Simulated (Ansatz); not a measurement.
# GaH5S: molecular dynamics, part 1 of 2

The plan is to let a guess near a reaction's saddle point go and see which way it falls. Runs: 150 steps of 0.5 fs at constant energy, with velocities drawn for 1000 K; 150 steps of 0.5 fs at constant energy, with velocities drawn for 100 K. Reaction type: exchange4.

All numbers below are computed with Ansatz 0.2.0 (UHF/def2-SVP).

## Step 1: The system as given

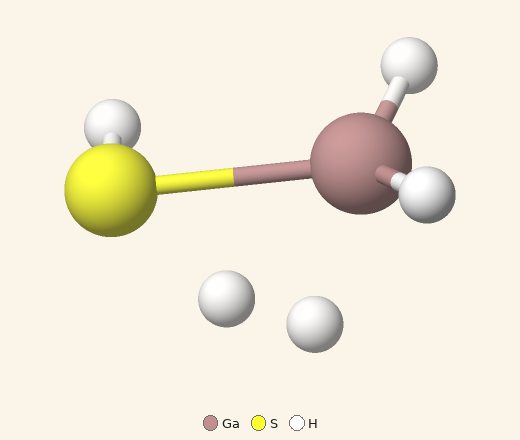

Start, viewed from a chosen angle; gallium pink, sulfur yellow, hydrogen white.

Structure file:

```xyz
7

Ga   -0.5928   -0.7543    0.3018
S    -0.0957    1.5119   -0.9771
H    -1.3300   -1.8864   -0.4695
H    -0.6509   -0.5160    1.8446
H     1.1050    0.2173   -0.6358
H     1.3472   -0.6524   -0.2513
H     0.2173    2.0798    0.1873
```

## Step 2: Run 1

150 steps of 0.5 fs at constant energy, with velocities drawn for 1000 K.

input.yaml

```yaml
crystal:
  periodic: [false, false, false]
  atoms:
    - { symbol: Ga, position_ang: [-0.5928, -0.7543, 0.3018] }
    - { symbol: S, position_ang: [-0.0957, 1.5119, -0.9771] }
    - { symbol: H, position_ang: [-1.33, -1.8864, -0.4695] }
    - { symbol: H, position_ang: [-0.6509, -0.516, 1.8446] }
    - { symbol: H, position_ang: [1.105, 0.2173, -0.6358] }
    - { symbol: H, position_ang: [1.3472, -0.6524, -0.2513] }
    - { symbol: H, position_ang: [0.2173, 2.0798, 0.1873] }
magnetization:
  spin_polarized: true
basis:
  gaussian: { orbitals: def2-SVP }
hamiltonian:
  xc: hf
md:
  timestep: 0.5
  n_steps: 150
  ensemble: nve
  temperature: 1000.0
  initial_velocities: maxwell_boltzmann
  seed: 602487
```

Launch:

```console
$ ansatz run input.yaml --threads 1 --pin off --max-ram 2048MiB --backend cpu --events-out ev --progress --plain --runs-dir out
```

Output (excerpt; [...] marks lines left out):

```text
Warning: RAYON_NUM_THREADS=1 ignored (pool sized by the plan → 1); use --threads N
[...]
Functional definition: HF
[...]
786 factors; integrals over basis functions are off by at most 3.7e-4 eV
[...]
mean field -63218.43855255 eV, -2323.2347658096 hartree, gradient 1.3e-5 eV, S^2 0.000000; 0 other end points of the search recorded, 0 dependent functions left out
[...]
reference -63218.43855255 eV, -2323.2347658096 hartree; 26, 26 occupied and 49, 49 virtual orbitals, 786 factors
md step     0: t =     0.00 fs  T =  1000.0 K  F+E_penalty+E_count = -63218.43855255 eV  E_kin = 0.646300 eV  conserved = -63217.79225256 eV  (35 SCF iters)
[...]
md step    17: t =     8.50 fs  T =  1670.9 K  F+E_penalty+E_count = -63218.88409559 eV  E_kin = 1.079905 eV  conserved = -63217.80419026 eV  (26 SCF iters)
[...]
md step    34: t =    17.00 fs  T =  2383.9 K  F+E_penalty+E_count = -63219.34370401 eV  E_kin = 1.540692 eV  conserved = -63217.80301169 eV  (25 SCF iters)
[...]
md step    51: t =    25.50 fs  T =  2687.0 K  F+E_penalty+E_count = -63219.52814182 eV  E_kin = 1.736607 eV  conserved = -63217.79153441 eV  (36 SCF iters)
[...]
md step    68: t =    34.00 fs  T =  2749.6 K  F+E_penalty+E_count = -63219.56461460 eV  E_kin = 1.777047 eV  conserved = -63217.78756773 eV  (26 SCF iters)
md step    69: t =    34.50 fs  T =  2750.7 K  F+E_penalty+E_count = -63219.56519030 eV  E_kin = 1.777802 eV  conserved = -63217.78738839 eV  (27 SCF iters)
md step    70: t =    35.00 fs  T =  2890.4 K  F+E_penalty+E_count = -63219.65662644 eV  E_kin = 1.868056 eV  conserved = -63217.78857055 eV  (27 SCF iters)
```

## Step 3: The log goes on: dynamics from the start

The log, continued (excerpt; [...] marks lines left out):

```text
md step    71: t =    35.50 fs  T =  3137.4 K  F+E_penalty+E_count = -63219.81939877 eV  E_kin = 2.027711 eV  conserved = -63217.79168766 eV  (25 SCF iters)
[...]
md step    91: t =    45.50 fs  T =  2716.7 K  F+E_penalty+E_count = -63219.53296508 eV  E_kin = 1.755808 eV  conserved = -63217.77715731 eV  (24 SCF iters)
[...]
md step   111: t =    55.50 fs  T =  2192.5 K  F+E_penalty+E_count = -63219.21037892 eV  E_kin = 1.417014 eV  conserved = -63217.79336467 eV  (24 SCF iters)
[...]
md step   131: t =    65.50 fs  T =  3298.9 K  F+E_penalty+E_count = -63219.92386201 eV  E_kin = 2.132073 eV  conserved = -63217.79178871 eV  (31 SCF iters)
[...]
md step   149: t =    74.50 fs  T =  3438.6 K  F+E_penalty+E_count = -63220.03013784 eV  E_kin = 2.222338 eV  conserved = -63217.80779985 eV  (25 SCF iters)
[...]
md step   150: t =    75.00 fs  T =  3103.5 K  F+E_penalty+E_count = -63219.80505793 eV  E_kin = 2.005797 eV  conserved = -63217.79926098 eV  (34 SCF iters)
Total energy: -63219.80505793 eV, -2323.2849839562 hartree
Atom 0 at    -0.574071    -0.592015     0.213794 Å, force     0.261436    -0.244935    -0.234521 eV/Å
Atom 1 at    -0.389005     1.454832    -0.900355 Å, force    -0.192127    -1.308463     0.383381 eV/Å
Atom 2 at    -0.594353    -2.181040    -0.277036 Å, force    -0.015022     1.396586    -0.291936 eV/Å
Atom 3 at    -0.563139    -0.521548     1.778447 Å, force    -0.090948     0.318136     0.137760 eV/Å
Atom 4 at     5.130731    -5.101395     1.491845 Å, force    -1.178894    -4.083017     2.779175 eV/Å
Atom 5 at     5.281944    -4.577326     1.135171 Å, force     1.178976     4.083101    -2.779240 eV/Å
Atom 6 at    -0.533361     2.213506     0.193293 Å, force     0.036580    -0.161409     0.005380 eV/Å
Dipole moment:    -0.072640    -0.084795     0.187727 e Å
```

Wall time 3.6 min (1 thread of Arm Neoverse V2, shared host); peak memory 0.19 GiB.

## Step 4: Frames and traces

One step in 8; energies are changes from step 0:

```
time (fs)  T (K)  potential energy change (meV/atom)  total energy change (meV/atom)  Ga1–H6 (Å)  H5–S2 (Å)  Ga1–S2 (Å)
      0.0   1000                                 0.0                            0.00        2.02       1.80        2.65
      4.0   1030                                -2.4                            0.37        2.08       1.97        2.67
      8.0   1395                               -37.1                           -0.62        2.12       2.33        2.68
     12.0   1263                               -23.7                            0.57        2.32       2.50        2.67
     16.0   1999                               -93.3                           -1.01        2.41       2.97        2.65
     20.0   2081                               -99.4                            0.44        2.67       3.23        2.61
     24.0   2978                              -184.8                           -2.20        2.84       3.74        2.55
     28.0   2853                              -171.1                           -0.02        3.10       4.11        2.48
     32.0   3479                              -230.8                           -1.88        3.34       4.60        2.39
     36.0   3414                              -223.7                           -0.75        3.62       5.02        2.29
     40.0   3662                              -246.7                           -0.96        3.88       5.47        2.19
     44.0   3479                              -230.6                           -1.77        4.22       5.86        2.09
     48.0   2787                              -165.2                           -0.16        4.48       6.33        2.01
     52.0   2353                              -127.0                           -2.10        4.90       6.65        1.96
     56.0   1986                               -90.7                            0.37        5.16       7.16        1.96
     60.0   2476                              -136.9                           -0.60        5.65       7.43        1.99
     64.0   2878                              -172.9                            0.53        5.92       7.97        2.07
     68.0   3103                              -192.2                            1.96        6.44       8.22        2.16
     72.0   2970                              -181.3                            0.61        6.77       8.72        2.26
     75.0   3104                              -195.2                           -1.00        7.14       8.90        2.34
```

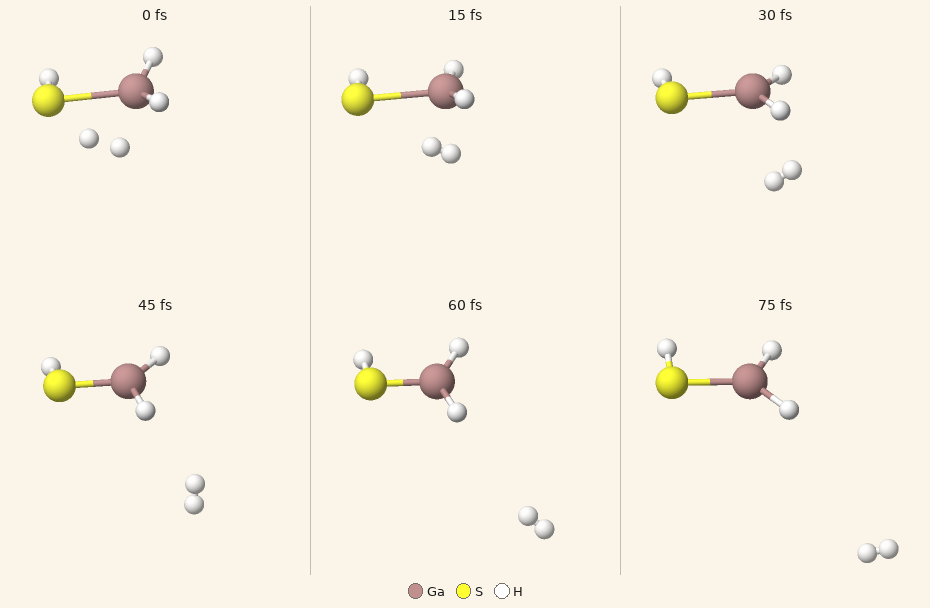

The system at six times, viewed from a chosen angle. Sticks join atoms within a bonding distance in each frame.

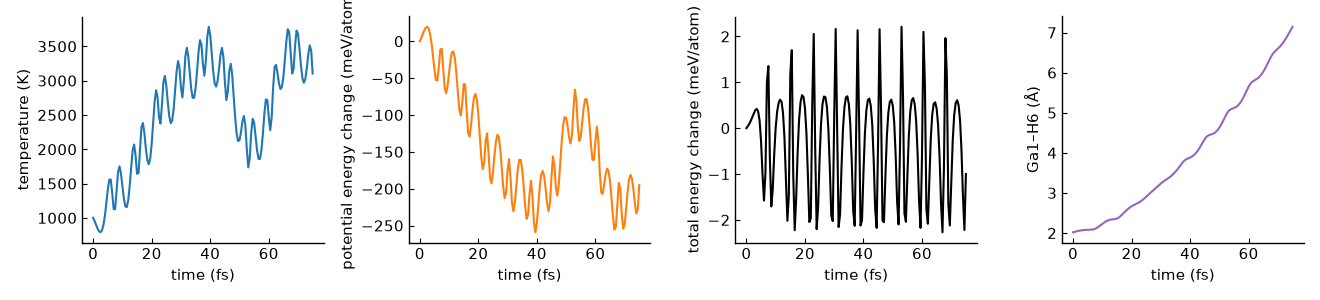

Time series of the run, each on its own scale.

Bonds that form or break, judged by distance (formed within 1.15 times the sum of covalent radii and held on average over 12 fs, broken when stretched by half; pairs already stretched at the start don't count as bonds):

```
time (fs)    bond  event
      5.0   H5–H6  forms
     25.5  Ga1–S2  forms
```

## Step 5: Positions and forces

Positions (Å) and forces (eV/Å):

```xyz
7
time_fs=9.5 T=1646 dE=-0.4217
Ga   -0.592   -0.760    0.299   -0.859    1.954   -1.497
S    -0.116    1.537   -0.989   -0.516   -1.564    1.259
H    -1.537   -1.785   -0.550    1.026    0.471    0.653
H    -0.306   -0.286    1.748   -0.157   -0.494    0.214
H     1.270   -0.181   -0.179    1.307   -1.914    0.117
H     1.587   -0.927    0.029   -0.717    1.442   -0.375
H     0.220    2.038    0.218   -0.082    0.106   -0.371
7
time_fs=19.0 T=1782 dE=-0.5005
Ga   -0.594   -0.736    0.284    1.468    3.969    0.326
S    -0.152    1.519   -0.975   -0.309   -1.869    1.385
H    -1.308   -1.742   -0.490   -0.797   -1.410   -0.910
H    -0.062   -0.431    1.736   -0.513   -0.373   -0.139
H     1.804   -0.710    0.007    0.615   -3.795    1.800
H     1.891   -1.539    0.440   -0.351    3.710   -2.067
H     0.212    2.162    0.159   -0.113   -0.232   -0.395
7
time_fs=28.0 T=2853 dE=-1.1975
Ga   -0.589   -0.679    0.263    0.192    0.527   -1.472
S    -0.198    1.452   -0.936   -0.500   -1.902    0.723
H    -1.156   -2.019   -0.568    0.380    1.342    0.482
H    -0.139   -0.825    1.751   -0.129    0.239    0.088
H     2.543   -1.418    0.144   -1.366   -2.287    2.074
H     2.188   -2.004    0.684    1.420    2.265   -2.113
H     0.199    2.244    0.062    0.004   -0.184    0.217
7
time_fs=37.5 T=3243 dE=-1.4501
Ga   -0.577   -0.606    0.230    0.514    0.328    0.564
S    -0.258    1.334   -0.874   -0.255   -0.680   -0.089
H    -0.915   -1.809   -0.633   -0.356   -0.487   -0.821
H    -0.356   -1.027    1.748   -0.001    0.676   -0.127
H     3.193   -2.282    0.413    4.922    1.177   -3.551
H     2.685   -2.402    0.778   -4.926   -1.178    3.553
H     0.166    2.153    0.071    0.101    0.164    0.472
7
time_fs=47.0 T=3246 dE=-1.4662
Ga   -0.562   -0.535    0.198   -0.821   -3.897    0.652
S    -0.319    1.211   -0.809    0.672    3.445   -1.708
H    -0.853   -1.624   -0.976    0.059    0.115    0.815
H    -0.568   -0.763    1.734    0.112   -0.006    0.125
H     3.837   -3.114    0.659    0.088   -0.034   -0.036
H     3.189   -2.833    0.894   -0.088    0.033    0.038
H     0.094    1.975    0.196   -0.022    0.344    0.115
7
time_fs=56.0 T=1986 dE=-0.6346
Ga   -0.556   -0.508    0.180   -1.157   -5.419    2.404
S    -0.360    1.181   -0.784    1.111    6.159   -2.608
H    -0.808   -1.571   -0.974    0.050   -0.407    0.633
H    -0.677   -0.488    1.741    0.174   -0.396   -0.022
H     4.360   -3.912    0.947   -2.642    2.957    0.019
H     3.755   -3.235    0.951    2.643   -2.958   -0.018
H    -0.046    1.954    0.276   -0.178    0.063   -0.407
7
time_fs=65.5 T=3299 dE=-1.4853
Ga   -0.562   -0.539    0.189   -0.456   -1.554    1.520
S    -0.379    1.290   -0.825    0.316    2.155   -0.876
H    -0.746   -1.849   -0.616    0.076   -0.190   -0.208
H    -0.659   -0.471    1.764    0.115   -0.094   -0.111
H     4.753   -4.611    1.269   -1.005    3.348   -1.135
H     4.510   -3.801    0.994    1.006   -3.348    1.134
H    -0.279    2.110    0.244   -0.051   -0.317   -0.325
7
time_fs=75.0 T=3104 dE=-1.3665
Ga   -0.574   -0.592    0.214    0.261   -0.245   -0.234
S    -0.389    1.455   -0.900   -0.192   -1.308    0.383
H    -0.594   -2.181   -0.277   -0.015    1.397   -0.292
H    -0.563   -0.521    1.778   -0.091    0.318    0.138
H     5.131   -5.101    1.492   -1.179   -4.083    2.779
H     5.282   -4.577    1.135    1.179    4.083   -2.779
H    -0.533    2.213    0.193    0.037   -0.161    0.005
```

On run 1: At the last frame the bonds meant to break are whole and the new ones absent: it fell back to the reactants' side (GaH3S + H2). The temperature starts at 1000 K and averages 2897 K in the second half, where it ranges from 1735 to 3785 K; the start was no minimum (force components up to 1.7 eV/Å), and the potential energy that it sheds (176 meV/atom) turns into motion, which in so few atoms is no thermal temperature. The total energy strays from its start by at most 2.27 meV/atom, 1.0 % of the mean kinetic energy, so a step of 0.5 fs is short enough over this time. Bonds change: the first event comes at 5.0 fs (H5–H6 forms). By that distance rule the pieces at the end are GaH3S + H2; a long dative bond can count as broken.

(Continued in part 2 of 2.)
